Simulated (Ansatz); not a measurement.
# Alloy of ZnGa2O4 and ZnAl2O4 (13 of 16 Ga sites exchanged), 56 atoms, part 2 of 2

Ansatz 0.2.0, PAW.

## (3) HSE06 single point

in.yaml

```yaml
crystal:
  lattice:
    - [8.138465, 0.000000, 0.000000]
    - [0.000000, 8.138465, 0.000000]
    - [0.000000, 0.000000, 8.138465]
  atoms:
    - { symbol: Zn, position: [0.875223, 0.373303, 0.372190] }
    - { symbol: Zn, position: [0.373070, 0.875515, 0.372123] }
    - { symbol: Zn, position: [0.373486, 0.373618, 0.877620] }
    - { symbol: Zn, position: [0.128106, 0.125704, 0.124721] }
    - { symbol: Zn, position: [0.875196, 0.875436, 0.877510] }
    - { symbol: Zn, position: [0.622570, 0.623784, 0.124309] }
    - { symbol: Zn, position: [0.622748, 0.125863, 0.626205] }
    - { symbol: Zn, position: [0.128064, 0.624032, 0.626169] }
    - { symbol: Al, position: [0.499754, 0.999674, 0.000026] }
    - { symbol: Al, position: [0.750907, 0.248101, 0.001631] }
    - { symbol: Al, position: [0.749183, 0.000034, 0.246570] }
    - { symbol: Al, position: [0.001487, 0.498465, 0.001693] }
    - { symbol: Al, position: [0.249794, 0.749665, 0.000097] }
    - { symbol: Al, position: [0.496219, 0.499211, 0.499468] }
    - { symbol: Al, position: [0.251371, 0.251259, 0.501245] }
    - { symbol: Al, position: [0.249714, 0.499617, 0.250057] }
    - { symbol: Al, position: [0.499859, 0.249626, 0.250156] }
    - { symbol: Al, position: [0.251405, 0.000909, 0.751820] }
    - { symbol: Al, position: [0.000227, 0.749011, 0.246598] }
    - { symbol: Al, position: [0.002632, 0.249731, 0.752927] }
    - { symbol: Al, position: [0.496282, 0.750258, 0.750500] }
    - { symbol: O, position: [0.513255, 0.013770, 0.234984] }
    - { symbol: O, position: [0.735514, 0.234667, 0.235560] }
    - { symbol: O, position: [0.514286, 0.235869, 0.014468] }
    - { symbol: O, position: [0.734764, 0.013928, 0.013417] }
    - { symbol: O, position: [0.014644, 0.513300, 0.235974] }
    - { symbol: O, position: [0.235462, 0.735613, 0.234680] }
    - { symbol: O, position: [0.014687, 0.734285, 0.012473] }
    - { symbol: O, position: [0.236616, 0.513692, 0.015503] }
    - { symbol: O, position: [0.016917, 0.015049, 0.743179] }
    - { symbol: O, position: [0.237290, 0.235663, 0.737325] }
    - { symbol: O, position: [0.016639, 0.243830, 0.516855] }
    - { symbol: O, position: [0.243566, 0.016880, 0.516171] }
    - { symbol: O, position: [0.264470, 0.263815, 0.264897] }
    - { symbol: O, position: [0.484546, 0.485461, 0.263443] }
    - { symbol: O, position: [0.485559, 0.264187, 0.486130] }
    - { symbol: O, position: [0.263000, 0.485385, 0.484981] }
    - { symbol: O, position: [0.505226, 0.514770, 0.735334] }
    - { symbol: O, position: [0.731338, 0.740855, 0.740566] }
    - { symbol: O, position: [0.504213, 0.734109, 0.514813] }
    - { symbol: O, position: [0.730449, 0.507483, 0.508589] }
    - { symbol: O, position: [0.764858, 0.765395, 0.254838] }
    - { symbol: O, position: [0.984982, 0.984374, 0.255434] }
    - { symbol: O, position: [0.990507, 0.758199, 0.481835] }
    - { symbol: O, position: [0.758470, 0.991572, 0.480840] }
    - { symbol: O, position: [0.766755, 0.255932, 0.767075] }
    - { symbol: O, position: [0.992825, 0.484515, 0.767117] }
    - { symbol: O, position: [0.987312, 0.263340, 0.987883] }
    - { symbol: O, position: [0.765786, 0.482605, 0.993710] }
    - { symbol: O, position: [0.262492, 0.765436, 0.765268] }
    - { symbol: O, position: [0.485585, 0.986001, 0.764879] }
    - { symbol: O, position: [0.484652, 0.763306, 0.986044] }
    - { symbol: O, position: [0.265076, 0.985653, 0.986848] }
    - { symbol: Ga, position: [0.001198, 0.001138, 0.498898] }
    - { symbol: Ga, position: [0.746899, 0.749575, 0.497194] }
    - { symbol: Ga, position: [0.748585, 0.498206, 0.751416] }
kpoints:
  mp_grid: { grid: [1, 1, 1] }
hamiltonian:
  xc: hse06
scf:
  occupations: { method: fermi_dirac, width: 0.01 }
output:
  forces: true
  eigenvalues: true
  populations: true
  eigenstates: { kpoints: [[0, 0, 0]], e_range: [-6.0, 6.0], localisation: true }
  write_density: true
  write_potential: true
  elf: true
  volumetric_format: npy
```

The run is started by

```bash
$ ansatz run in.yaml --threads 2 --pin off --max-ram 30400MiB --runs-dir r --events-out ev --progress --plain --backend cuda --devices 0, --max-vram 18GiB
```

The program printed:

```text
Pseudopotentials: kind: paw
Functional definition: HSE06
  parameter a = 0.25
  parameter omega = 0.11/bohr
  exchange = pbe_x - a*pbe_x_sr(omega) + a*exact_x_sr(omega)
  correlation = pbe_c
Crystal: 56 atoms, lattice volume = 539.048 Å³
Basis set: ecut = 420 eV, 10443 PW (Γ), exchange–correlation on 120×120×120 points (8 copies of the dense FFT grid, shifted against one another)
Bands: 239, of which v1, the nominal top of the filled ones, is band 183 counted from 1 (182 counted from 0)
Symmetry: 1 space group operations
Space group: P1 (ITA 1), of the structure as read, at distance tolerance 8.1e-5 Å
k-points: 1
Non-local potential: Zn, projectors of the file, l = 0: 2, l = 1: 2, l = 2: 3, l = 3: 1
Non-local potential: Al, projectors of the file, l = 0: 2, l = 1: 2, l = 2: 1
Non-local potential: O, projectors of the file, l = 0: 2, l = 1: 2, l = 2: 1
Non-local potential: Ga, projectors of the file, l = 0: 2, l = 1: 2, l = 2: 3, l = 3: 1
PAW form: soft (Blöchl's): semilocal exchange-correlation on the pseudo side does not see the compensation charge
PAW frozen core: Zn, regenerated for the run's functional, and the local potential with it (the file was generated under x = pbe(κ = 0.804, μ = 0.2195149727645171), c = pbe(β = 0.06672455060314922))
PAW frozen core: Al, regenerated for the run's functional, and the local potential with it (the file was generated under x = pbe(κ = 0.804, μ = 0.2195149727645171), c = pbe(β = 0.06672455060314922))
PAW frozen core: O, regenerated for the run's functional, and the local potential with it (the file was generated under x = pbe(κ = 0.804, μ = 0.2195149727645171), c = pbe(β = 0.06672455060314922))
PAW frozen core: Ga, regenerated for the run's functional, and the local potential with it (the file was generated under x = pbe(κ = 0.804, μ = 0.2195149727645171), c = pbe(β = 0.06672455060314922))
PAW one-centre angular grid: Zn, 590 points (default); XC on 64 Gauss nodes
PAW one-centre angular grid: Al, 110 points (default); XC on 64 Gauss nodes
PAW one-centre angular grid: O, 110 points (default); XC on 96 Gauss nodes
PAW one-centre angular grid: Ga, 590 points (default); XC on 64 Gauss nodes
Initial density: superposition of atomic densities (neutral atoms: chi_scale 0, normalization atom), corrected by the library's trained network
Initial wavefunctions: pseudopotential atomic-orbital guess
Functional: x = pbe(κ = 0.804, μ = 0.2195149727645171), c = pbe(β = 0.06672455060314922), warm-up for x = pbe(κ = 0.804, μ = 0.2195149727645171) + 0.25 (exact − pbe) at short range (hse, ω = 0.20786987370883472 Å⁻¹), c = pbe(β = 0.06672455060314922); HSE06 as pw.x's `hse` composes it (authors' and Libxc's form: `xc: wpbeh`)
SCF iter   1: F=—  HF=-63103.402046 eV  |F-HF|=—  |Δ(HF+E_count)|=         —  Δρ=1.63e-3  dr2=8.66e-3  ethr=1.77e-3  ⟨swp⟩=13.0  Hψ=1315  notcnv=0
preconditioner: auto → none  [insulator: Δε(μ)=3.765 eV  Ē_g=16.215 eV  σ=0.010 eV  W_gap=1.00  n_scr=146 (ndim 8)  ℏωp=30.6 eV  f_vac=0.000  D(μ)=0.00/eV (n_scr^D=0)]
SCF iter   2: F=-63103.410155 eV  HF=-63103.409536 eV  |F-HF|=6.19e-4  |Δ(HF+E_count)|=   7.49e-3  Δρ=6.80e-4  dr2=1.13e-3  ethr=2.37e-6  ⟨swp⟩=10.0  Hψ=944  notcnv=0  defer=1
SCF 1 stopped early in 2 iterations: F = -63103.410155 eV  dr2 = 1.13e-3
Initial density: handed on by an earlier stage of this run
Initial wavefunctions: those handed on with the density
Functional: x = pbe(κ = 0.804, μ = 0.2195149727645171) + 0.25 (exact − pbe) at short range (hse, ω = 0.20786987370883472 Å⁻¹), c = pbe(β = 0.06672455060314922); HSE06 as pw.x's `hse` composes it (authors' and Libxc's form: `xc: wpbeh`)
Exchange kernel: α = 0.2500, screened, ω = 0.2079 Å⁻¹, Wigner–Seitz truncation, v(0) = 789.4343 eV·Å³, q-mesh 1×1×1, nearest image of the exchange supercell L = 8.14 Å, pair-density grid 40×40×40, without the augmentation charges, whose exchange is taken in its separable form (sized by the pseudopotential files, 54×54×54 at the most)
Frozen-core exchange: fock
SCF iter   1: F=—  HF=-63108.658111 eV  |F-HF|=—  |Δ(HF+E_count)|=         —  Δρ=1.72e-2  dr2=8.03e-1  ethr=3.09e-6  ⟨swp⟩=10.0  Hψ=1223  notcnv=0
preconditioner: auto → none  [insulator: Δε(μ)=5.650 eV  Ē_g=19.083 eV  σ=0.010 eV  W_gap=1.00  n_scr=146 (ndim 8)  ℏωp=30.6 eV  f_vac=0.000  D(μ)=0.00/eV (n_scr^D=0)]
SCF iter   2: F=—  HF=-63108.400174 eV  |F-HF|=—  |Δ(HF+E_count)|=   2.58e-1  Δρ=4.31e-3  dr2=6.49e-2  ethr=3.09e-6  ⟨swp⟩=5.0  Hψ=957  notcnv=0
SCF iter   3: F=—  HF=-63108.537137 eV  |F-HF|=—  |Δ(HF+E_count)|=   1.37e-1  Δρ=4.49e-3  dr2=4.87e-2  ethr=3.09e-6  ⟨swp⟩=6.0  Hψ=957  notcnv=0
SCF iter   4: F=—  HF=-63108.526449 eV  |F-HF|=—  |Δ(HF+E_count)|=   1.07e-2  Δρ=1.49e-3  dr2=7.12e-3  ethr=3.09e-6  ⟨swp⟩=4.0  Hψ=589  notcnv=0
iter 5 solved again at ethr=3.84e-8 eV; its pass at ethr=1.26e-6 eV (dr2=1.40e-4 eV) is discarded
SCF iter   5: F=—  HF=-63108.525723 eV  |F-HF|=—  |Δ(HF+E_count)|=   7.26e-4  Δρ=1.93e-4  dr2=6.17e-4  ethr=3.84e-8  ⟨swp⟩=4.0  Hψ=1073  notcnv=0
SCF iter   6: F=—  HF=-63108.531531 eV  |F-HF|=—  |Δ(HF+E_count)|=   5.81e-3  Δρ=5.09e-4  dr2=7.13e-4  ethr=3.84e-8  ⟨swp⟩=6.0  Hψ=918  notcnv=0
SCF iter   7: F=-63108.531125 eV  HF=-63108.531130 eV  |F-HF|=5.08e-6  |Δ(HF+E_count)|=   4.01e-4  Δρ=4.92e-5  dr2=1.21e-5  ethr=3.84e-8  ⟨swp⟩=4.0  Hψ=696  notcnv=0
SCF 2 stopped early in 7 iterations: F = -63108.531125 eV  dr2 = 1.21e-5
  Residual-converged pass: ⟨swp⟩=4.0  Hψ=595  notcnv=0  max |occ|·‖R‖ = 5.9e-6 eV (tolerance 6.7e-6 eV)  dr2=1.21e-5  dr2_onsite=2.22e-6  max |Δocc| = 0.0e0
[... from here the SCF cycle lines were not kept, up to the last twenty ...]
hybrid outer 1: dexx = +1.803e-1 eV, tail = 4.06e-4 eV
SCF iter   1: F=—  HF=-63108.525250 eV  |F-HF|=—  |Δ(HF+E_count)|=         —  Δρ=4.62e-5  dr2=1.45e-5  ethr=5.55e-7  ⟨swp⟩=8.0  Hψ=600  notcnv=0
preconditioner: auto → none  [insulator: Δε(μ)=5.633 eV  Ē_g=18.970 eV  σ=0.010 eV  W_gap=1.00  n_scr=146 (ndim 8)  ℏωp=30.6 eV  f_vac=0.002  D(μ)=0.00/eV (n_scr^D=0)]
SCF iter   2: F=—  HF=-63108.525257 eV  |F-HF|=—  |Δ(HF+E_count)|=   6.56e-6  Δρ=1.81e-5  dr2=1.32e-6  ethr=3.29e-9  ⟨swp⟩=4.0  Hψ=708  notcnv=0
SCF iter   3: F=—  HF=-63108.525263 eV  |F-HF|=—  |Δ(HF+E_count)|=   6.86e-6  Δρ=1.02e-5  dr2=3.51e-7  ethr=1.76e-10  ⟨swp⟩=8.0  Hψ=839  notcnv=0
SCF iter   4: F=—  HF=-63108.525263 eV  |F-HF|=—  |Δ(HF+E_count)|=   3.35e-8  Δρ=3.00e-6  dr2=3.75e-8  ethr=9.03e-11  ⟨swp⟩=3.0  Hψ=451  notcnv=0
SCF iter   5: F=-63108.525264 eV  HF=-63108.525264 eV  |F-HF|=2.05e-8  |Δ(HF+E_count)|=   1.26e-7  Δρ=2.48e-6  dr2=2.34e-8  ethr=5.79e-12  ⟨swp⟩=9.0  Hψ=787  notcnv=0
SCF 3 converged in 5 iterations: F = -63108.525264 eV  dr2 = 2.34e-8
  Residual-converged pass: ⟨swp⟩=2.0  Hψ=410  notcnv=0  max |occ|·‖R‖ = 1.6e-6 eV (tolerance 2.4e-6 eV)  dr2=2.34e-8  dr2_onsite=6.65e-9  max |Δocc| = 0.0e0
hybrid outer 2: dexx = +6.807e-6 eV, tail = 1.29e-7 eV, Δε = 2.68e-3 eV (about 6.03e-5 eV left of the loop's levels), ΔF = 3.36e-3 eV/Å (tail 4.51e-4)
NSCF: frozen V_eff on 1 k-points
hybrid SCF converged: 2 outer / 12 inner (+2 warm-up), last move |dexx| = 6.81e-6 eV, tail = 1.29e-7 eV
Stability not checked: this state was not tested for a lower state beside it, because the functional holds exact exchange (a hybrid, or Hartree-Fock), whose exchange loop this test does not read (fock_operator; see scf.lower_state_search)
Free energy (F): -63108.525263 eV
Harris-Foulkes:  -63108.525263 eV  (|F-HF|=2.05e-8)
Internal energy: -63108.525263 eV  (E = F + TS)
E sigma→0 (E₀):  -63108.525263 eV
Fermi energy:    9.154190 eV
--- Per-component energies (eV) ---
  E_band       = -242.660783
  E_kinetic    = 7469.360156
  E_local      = -31040.614409  (includes V_loc(G=0)·N_el)
  E_nonlocal   = 7912.615867
  E_hartree    = 13016.485960
  E_xc         = -3373.014562
  E_vxc        = -3207.966990  (∫ρ·V_xc dr)
  E_exx        = -1168.783347  (= α·E_x^exact, valence–valence)
  E_paw        = -31514.231283  (= ΣΔE_a)
  E_vpaw       = -5071.543223  (= ΣTr[D̂ρ^β])
  E_aug_tail   = 0.076935  (compensation charges beyond the density's cutoff)
  E_ewald      = -24414.446510
  E_core_change = 4.025931  (= ΣΔE_core)
  E_smearing   = -0.000000  (= −TS)
  E_closure    = -0.000002  (closes the sum)
  Σ components = -63108.525263   (vs F -63108.525263, Δ=0.00e0)
--- Forces (eV/Å), atoms counted from 1 ---
  atom   1  Zn     0.03614635     0.01935718    -0.00217929
  atom   2  Zn     0.03439186     0.00986237     0.01635512
  atom   3  Zn     0.01242678     0.01644114     0.01192103
  atom   4  Zn    -0.04321321    -0.01775431    -0.04501996
  atom   5  Zn     0.04215006     0.02376259     0.04564738
  atom   6  Zn    -0.03546595    -0.00945574    -0.02241050
  atom   7  Zn    -0.05336228    -0.01799681    -0.01167182
  atom   8  Zn    -0.00657741    -0.02563450    -0.00694949
  atom   9  Al    -0.00020406    -0.00366262    -0.00389508
  atom  10  Al     0.00987232    -0.02436873     0.01914801
  atom  11  Al    -0.01906802     0.01722640    -0.04636515
  atom  12  Al     0.02666006     0.00553535     0.01453525
  atom  13  Al    -0.00579586    -0.00054885    -0.00516763
  atom  14  Al    -0.04409818    -0.02508964    -0.02288963
  atom  15  Al     0.02099407     0.02368666     0.01044170
  atom  16  Al    -0.00282585     0.00358375    -0.00241696
  atom  17  Al    -0.00423424     0.00151247    -0.00237953
  atom  18  Al     0.01472619    -0.00044453     0.02596213
  atom  19  Al     0.01971851    -0.02174275    -0.04392619
  atom  20  Al     0.02921103    -0.00075143     0.02824424
  atom  21  Al    -0.03778472     0.02234347     0.02448456
  atom  22  O      0.12189506     0.12437199    -0.15264650
  atom  23  O     -0.10873585    -0.12601982    -0.11619702
  atom  24  O      0.11727845    -0.13399441     0.11595693
  atom  25  O     -0.16457333     0.13903350     0.13956913
  atom  26  O      0.13069797     0.13042665    -0.16193497
  atom  27  O     -0.11368968    -0.09128950    -0.11302781
  atom  28  O      0.13136705    -0.16763021     0.13445926
  atom  29  O     -0.14161490     0.10835690     0.13030804
  atom  30  O      0.11474258     0.11634352    -0.19872952
  atom  31  O     -0.10653924    -0.12388094    -0.10489219
  atom  32  O      0.11355098    -0.19210408     0.11376172
  atom  33  O     -0.18821338     0.11976207     0.09554182
  atom  34  O      0.09901032     0.08790677     0.10259896
  atom  35  O     -0.12374142    -0.12416187     0.15367057
  atom  36  O     -0.13537011     0.17384872    -0.12904101
  atom  37  O      0.17371225    -0.13854307    -0.13594076
  atom  38  O      0.16760393     0.13452552    -0.13806815
  atom  39  O     -0.12473802    -0.14954166    -0.16105185
  atom  40  O      0.17552734    -0.15591300     0.13873561
  atom  41  O     -0.14234301     0.17411990     0.16846050
  atom  42  O      0.11870381     0.12896261     0.15984742
  atom  43  O     -0.10623784    -0.10941396     0.19225926
  atom  44  O     -0.15573625     0.16893665    -0.12010524
  atom  45  O      0.16730462    -0.14740840    -0.12980429
  atom  46  O      0.11865236     0.15100201     0.11821019
  atom  47  O     -0.17820886    -0.13943843     0.14406699
  atom  48  O     -0.12219976     0.16936966    -0.12281978
  atom  49  O      0.12633502    -0.14295463    -0.15847853
  atom  50  O      0.11489550     0.12437666     0.11324176
  atom  51  O     -0.13023941    -0.13092842     0.15666467
  atom  52  O     -0.12813215     0.13485941    -0.12719821
  atom  53  O      0.16396290    -0.10946681    -0.10981574
  atom  54  Ga     0.02828497     0.02024484     0.01569461
  atom  55  Ga    -0.02150628    -0.00010914    -0.02337715
  atom  56  Ga     0.01448939    -0.01939053     0.02846942
  max |Σ_I F_I| component: 1.44e-4 eV/Å
--- Band table (eV) ---
  k-point 0: bands = ["-14.1412", "-13.3474", "-13.3322", "-13.3217", "-13.3190", "-13.3141", "-13.2993", "-12.5833", "-12.3835", "-12.3331", "-12.2658", "-12.2552", "-12.2346", "-12.2188", "-12.1166", "-12.1062", "-12.1032", "-12.0442", "-12.0385", "-12.0307", "-12.0210", "-12.0082", "-11.9974", "-11.8926", "-11.8152", "-11.7741", "-11.7186", "-11.6322", "-11.6026", "-11.5936", "-11.5886", "-11.5823", "-8.0342", "-8.0235", "-8.0090", "-7.9825", "-7.9606", "-7.9578", "-7.9482", "-7.9351", "-7.9267", "-7.8795", "-7.8770", "-7.7505", "-7.7432", "-7.6016", "-7.4941", "-0.4781", "-0.2399", "-0.2247", "-0.0954", "-0.0571", "-0.0347", "-0.0344", "-0.0177", "0.0397", "0.0757", "0.1372", "0.1374", "0.2096", "0.2591", "0.2953", "0.3105", "0.3386", "0.3432", "0.3588", "0.7574", "0.7622", "0.8138", "0.8250", "0.8297", "0.8433", "0.8956", "0.9003", "0.9034", "0.9118", "0.9126", "0.9229", "0.9512", "0.9594", "0.9603", "0.9717", "0.9739", "0.9819", "0.9916", "0.9924", "0.9963", "1.0041", "1.0114", "1.0144", "1.3303", "1.3313", "1.6578", "1.6879", "1.7181", "1.7614", "1.7661", "1.7825", "1.8228", "1.8587", "1.8710", "1.9137", "1.9169", "1.9346", "2.2794", "2.2874", "2.2934", "2.3078", "2.3223", "2.3292", "2.3540", "2.3619", "2.6207", "2.6227", "2.6589", "2.6852", "2.6966", "2.7070", "3.3606", "3.4154", "3.4173", "3.4302", "3.4402", "3.4808", "3.4993", "3.5069", "3.5344", "3.5473", "3.5545", "3.5810", "3.8081", "3.8167", "3.8204", "3.8279", "3.8546", "3.8642", "3.8712", "3.8749", "3.8804", "3.9166", "3.9481", "3.9500", "3.9754", "4.0201", "4.0273", "4.2947", "4.3004", "4.3462", "4.8285", "4.8993", "4.9050", "4.9487", "4.9611", "4.9722", "5.1567", "5.1723", "5.3987", "5.4220", "5.4295", "5.4546", "5.4783", "5.4916", "5.5126", "5.5181", "5.5272", "5.5387", "5.5762", "5.5799", "5.6506", "5.7165", "5.7711", "5.8014", "5.8269", "5.8362", "5.9230", "5.9642", "6.0095", "6.0153", "6.0329", "6.0456", "6.3265", "6.3301", "6.3337", "11.9669", "14.7000", "14.8698", "15.0527", "15.2595", "15.2959", "15.4093", "15.4829", "15.5974", "15.7466", "15.8314", "16.4603", "16.5257", "16.5312", "16.7678", "17.0198", "17.1367", "17.2473", "17.2650", "17.3138", "17.3825", "17.3992", "17.5008", "17.5457", "18.0394", "18.0893", "18.0907", "18.4633", "19.0459", "19.0588", "19.2597", "19.3112", "19.4938", "19.5409", "19.5612", "19.5774", "19.5823", "19.6323", "19.6503", "19.6773", "19.8235", "20.0133", "20.3246", "20.3709", "20.6550", "20.7142", "20.7811", "20.8608", "20.8711", "20.9253", "20.9550", "21.0221", "21.0545", "21.1067", "21.1148", "21.1933"]
--- Löwdin populations: 56 sites ---
  site symbol       q [e]
     0     Zn     10.4454
     1     Zn     10.4459
     2     Zn     10.4461
     3     Zn     10.4462
     4     Zn     10.4451
     5     Zn     10.4458
     6     Zn     10.4454
     7     Zn     10.4451
     8     Al      1.7441
     9     Al      1.7417
    10     Al      1.7410
    11     Al      1.7433
    12     Al      1.7426
    13     Al      1.7424
    14     Al      1.7416
    15     Al      1.7425
    16     Al      1.7429
    17     Al      1.7417
    18     Al      1.7415
    19     Al      1.7412
    20     Al      1.7416
    21      O      6.9343
    22      O      6.9343
    23      O      6.9345
    24      O      6.9350
    25      O      6.9343
    26      O      6.9344
    27      O      6.9344
    28      O      6.9351
    29      O      6.9023
    30      O      6.9359
    31      O      6.9006
    32      O      6.9009
    33      O      6.9345
    34      O      6.9343
    35      O      6.9343
    36      O      6.9350
    37      O      6.9030
    38      O      6.8676
    39      O      6.9026
    40      O      6.8672
    41      O      6.9024
    42      O      6.9030
    43      O      6.8680
    44      O      6.8670
    45      O      6.9004
    46      O      6.9024
    47      O      6.9359
    48      O      6.9010
    49      O      6.9343
    50      O      6.9343
    51      O      6.9344
    52      O      6.9351
    53     Ga     11.9681
    54     Ga     11.9652
    55     Ga     11.9663
  spilling = 0.007035 (of n_electrons = 366.000000)
```

It took 25 s on 1 × NVIDIA H100 80GB HBM3 with 2 threads of AMD EPYC 7R13, shared host; peak host memory 1.9 GiB.

At the Γ point alone the filled levels end at 6.334 eV and the empty ones begin at 11.967 eV, a spacing of 5.63 eV.

The states next to the gap (eigenstates.tsv), from the top filled level:

| level (eV) | spin | filling | atoms sharing it | main element | its share | largest atom |
| --- | --- | --- | --- | --- | --- | --- |
| -0.32 | both | 2.00 | 19.5 | O | 0.83 | O39 (0.13) |
| -0.32 | both | 2.00 | 19.2 | O | 0.83 | O41 (0.10) |
| -0.30 | both | 2.00 | 20.9 | O | 0.84 | O47 (0.10) |
| -0.29 | both | 2.00 | 23.7 | O | 0.85 | – |
| -0.01 | both | 2.00 | 38.4 | O | 0.84 | – |
| 0.00 | both | 2.00 | 38.3 | O | 0.84 | – |
| 0.00 | both | 2.00 | 40.3 | O | 0.84 | – |
| 5.63 | both | 0.00 | 48.0 | O | 0.55 | – |

The largest force by HSE06 is 0.28 eV/Å, on O41: the geometry is not this level's minimum.

## (4) What came out

This closing draws on all 2 parts. Changes of volume or cell count from the first structure of part 1.

| level | time | k points | top filled to lowest empty (eV) |
| --- | --- | --- | --- |
| PBEsol, relaxation | 18 s (GPU) | (¼, ¼, ¼) | 4.69 |
| HSE06 | 25 s (GPU) | Γ | 5.63 |

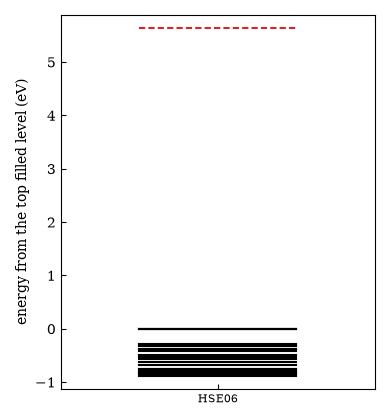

Levels near the gap by HSE06: filled black, empty red and dashed.

| quantity | value |
| --- | --- |
| relaxation | 5 recorded steps, 0.99 eV gained |
| largest shift | 0.11 Å (O41) |
| relaxed cell | a = 8.138 Å, b = 8.138 Å, c = 8.138 Å, α = 90.00°, β = 90.00°, γ = 90.00° |
| mean bonds | Al–O 1.920, Ga–O 1.985, O–Zn 1.952 Å |

**What this shows.** Relaxation gains 0.99 eV, with shifts up to 0.11 Å (O41), while the volume changes by +0.0 %. The mean lengths of the listed bonds run from Al–O 1.92 Å to Ga–O 1.98 Å. Rows on different k points differ by sampling as well as by level. With one k point the spacing samples only the states that fold onto it, so it can exceed the gap over the zone.
